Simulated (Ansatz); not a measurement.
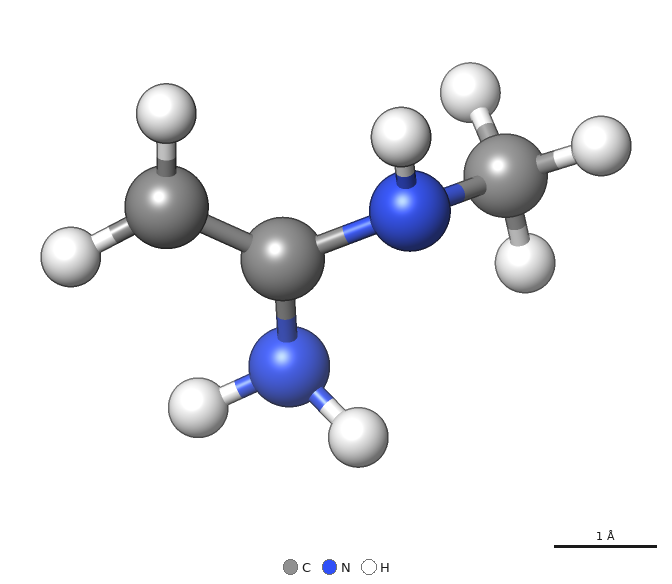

Every bond is drawn as one stick, whatever its order.

The computed structure is the end point of a PBE0-D4/def2-TZVP optimisation. No frequency run is at hand to confirm it as a minimum.

What does the picture show?

The molecule is C₃H₈N₂. As SMILES it reads `C=C(N)NC`. It has no ring. Among its groups: alkene. This geometry has C1 symmetry. Coordination, clear cases only: 2 C trigonal planar; 1 N trigonal pyramidal; 1 C tetrahedral.

The parts below concern this one geometry. Atoms keep their numbers from picture to picture.

### Dipole moment

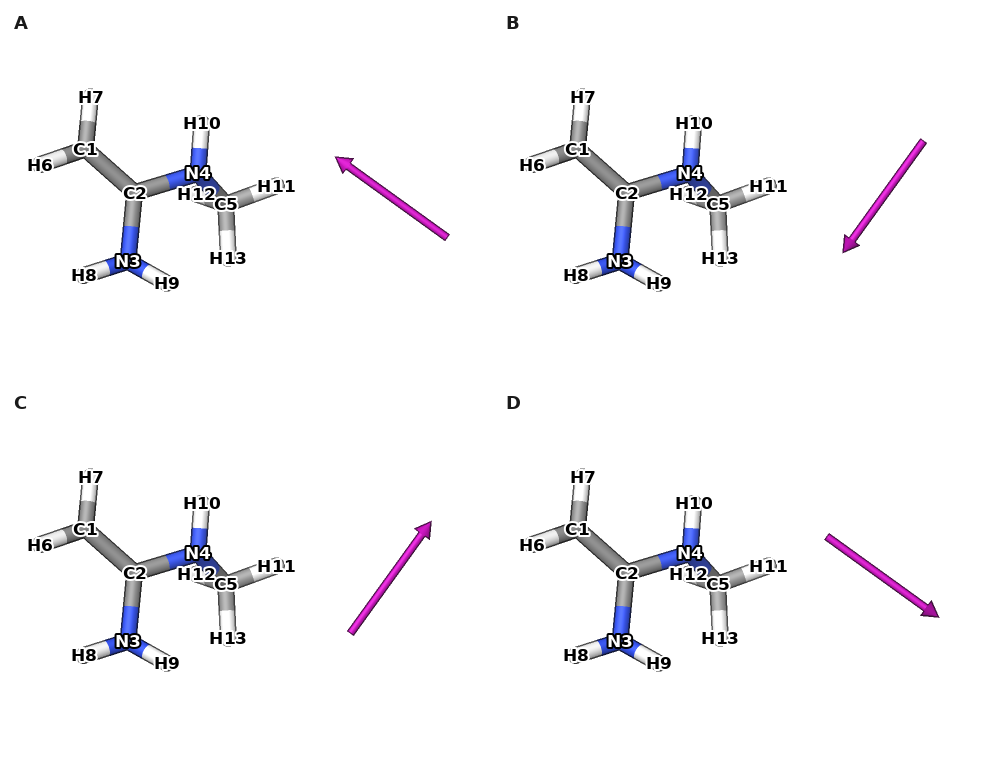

The same molecule four times, each with an arrow. No frequency run is at hand to confirm it as a minimum. Level of theory: RKS B3LYP-D4/def2-TZVPP (Ansatz 0.2.0).

Question: Which arrow points along the dipole moment, from the negative to the positive end?

Answer: D. The dipole moment is 1.03 D; it points from the side of H6, H7 to the side of H11, H13 (the outermost atoms at the two ends).

### Levels of theory compared

No frequency run is at hand to confirm it as a minimum. Program: Ansatz 0.2.0.

Compare HOMO–LUMO gap (eV) at these levels: B3LYP-D4/def2-TZVPP; PBE-D4/def2-TZVPP; PBE0-D4/def2-TZVPP; r2SCAN-D4/def2-TZVPP; ωB97M-V/def2-TZVPP; ωB97X-V/def2-TZVPP.

```
               level  HOMO–LUMO gap (eV)
 B3LYP-D4/def2-TZVPP                6.05
   PBE-D4/def2-TZVPP                4.59
  PBE0-D4/def2-TZVPP                6.59
r2SCAN-D4/def2-TZVPP                5.27
  ωB97M-V/def2-TZVPP               10.27
  ωB97X-V/def2-TZVPP               10.78
```

### Charges

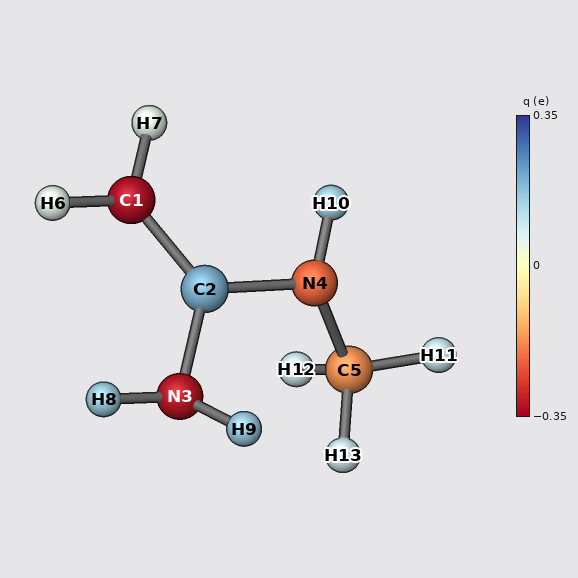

Atoms are coloured by their Mulliken charges. No frequency run is at hand to confirm it as a minimum. Properties computed with RKS PBE-D4/def2-TZVPP (Ansatz 0.2.0).

Give the Mulliken charges atom by atom.

```csv
atom,value (e)
C1,−0.32
C2,0.19
N3,−0.31
N4,−0.21
C5,−0.17
H6,0.05
H7,0.05
H8,0.15
H9,0.16
H10,0.14
H11,0.09
H12,0.08
H13,0.09
```

Mulliken values depend strongly on the basis set and can even reverse the polarity of a bond.
